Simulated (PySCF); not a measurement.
The calculation's input:

```
{"job": {"kind": "uv", "xc": "CAM-B3LYP", "basis": "def2-SVPD", "nstates": 8, "ntriplets": 3}, "charge": 0, "multiplicity": 1}
C     -1.422248     1.237376     0.181673
C     -0.038874     0.676976     0.046500
C      1.044324     1.534472     0.031068
P      2.709457     1.061667    -0.115148
C      2.448517    -0.658725    -0.212906
N      1.312552    -1.307590    -0.180321
C      0.136976    -0.712793    -0.060896
C     -1.039496    -1.638382    -0.042672
H     -1.909077     0.839526     1.071641
H     -1.394214     2.322015     0.256275
H     -2.031115     0.963208    -0.679405
H      0.851477     2.598832     0.118550
H      3.324018    -1.294100    -0.312839
H     -1.593256    -1.538130     0.889701
H     -0.686527    -2.660570    -0.139748
H     -1.720114    -1.414838    -0.862884
```

Run with:

```sh
OMP_NUM_THREADS=1 python probes_run.py task.json out
```

Geometry: GFN2-xTB.

Computed with PySCF, CAM-B3LYP/def2-SVPD, SCF density, gas phase.

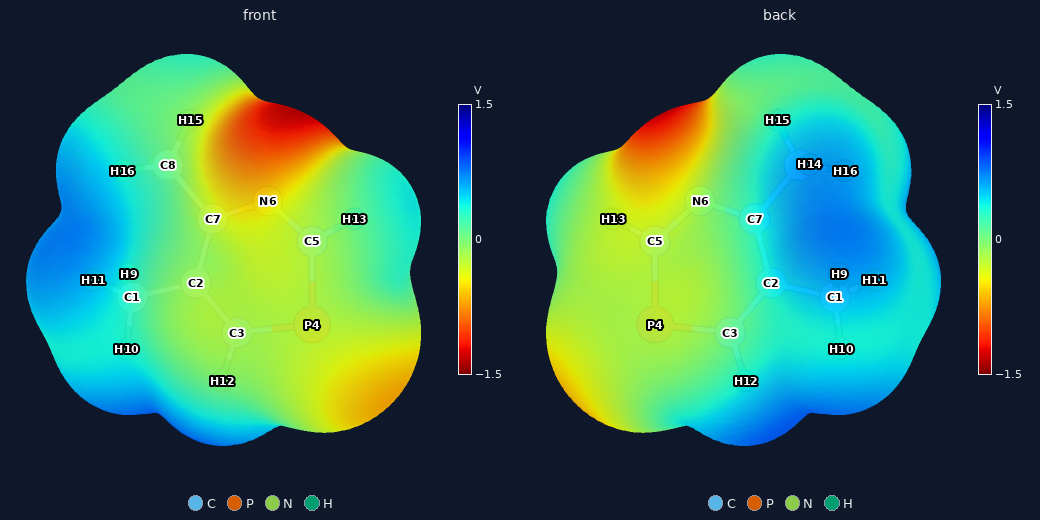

C6H8NP (SMILES Cc1cpcnc1C). The electrostatic potential painted on the density surface at 0.001 e/bohr³, seen from the front and from behind; red is negative and blue positive.

Which sites attract a positive test charge, and which a negative one?

A positive charge is drawn to the negative regions and a negative charge to the positive ones. The most negative region (about −1.3 V) lies over N6, the most positive (about +0.8 V) over H10 and H12. N6 is the likeliest acceptor of a hydrogen bond.

What dipole moment does the calculation give?

Its dipole moment is 2.48 D.
